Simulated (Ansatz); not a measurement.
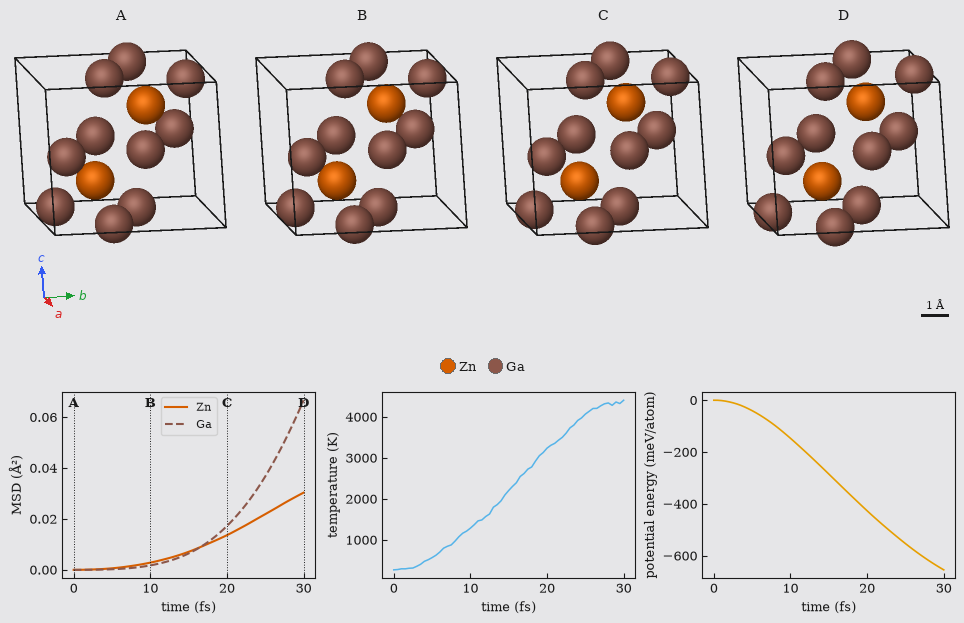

Molecular dynamics of a 10-atom cell of ZnGa$_{4}$, 30 fs long. Frames (A at 0 fs, B at 10 fs, C at 20 fs, D at 30 fs) and the history of the run. A spheres-only model of the simulation cell, seen slightly off an axis.

Theory: DFT, PAW plane waves, PBE in Ansatz. Settings: plane-wave cutoff 420 eV; k-point mesh 3 × 3 × 3; cold smearing 0.15 eV; Langevin thermostat (NVT); set temperature 300 K; time step 0.5 fs.

What happens in this trajectory?

Answer. The temperature peaks at 4407 K, at 30 fs, and is 4407 K at the end. Root-mean-square distances from the starting positions over the second half, with the common drift of all atoms taken out: Ga 0.17 Å, Zn 0.13 Å. The integration has become unstable, so these distances have no physical meaning.

Limits of the set-up: the k-point mesh is coarse for a cell with partly filled bands.

Cost: 12 min on 2 threads of Arm Neoverse N1, on a shared host, peak memory 0.81 GiB.
